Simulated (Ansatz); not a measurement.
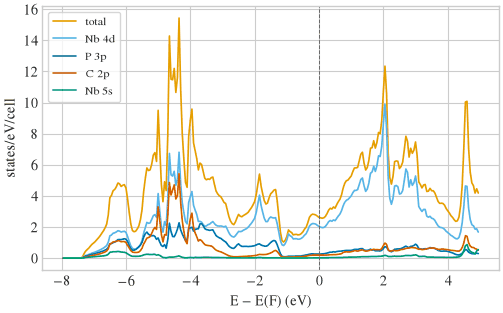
Total and projected density of states of Nb$_{2}$PC in space group P6_3/mmc (No. 194; Nb on 4f, P on 2d, C on 2a), plane-wave PAW PBEsol (Ansatz code)

### Question
Which orbitals carry the states next to the Fermi level?

### Answer
Within 0.5 eV of the Fermi level: Nb 4d 77 %, P 3p 11 %, C 2p 7 %. Projections are on Löwdin-orthogonalised atomic valence shells; empty p or d shells of many metals are not among them.

### Question
Where is the tallest occupied peak in this window, and what makes it?

### Answer
Near -4.3 eV, about 15 states/eV per cell; the largest projected share is Nb 4d.

The first step of the workflow began from a Materials Project structure, measured or hypothetical; the Crystallography Open Database copy checked does not list it. Whether it is the stable phase at ambient conditions was not checked. The cell was relaxed with PBEsol under the symmetry of its start; its stability against distortions is not shown here. No spin polarisation was allowed. Scalar-relativistic: spin–orbit coupling is off unless named, which matters more the heavier the elements.

Potentials: the later of the program's two PAW sets.
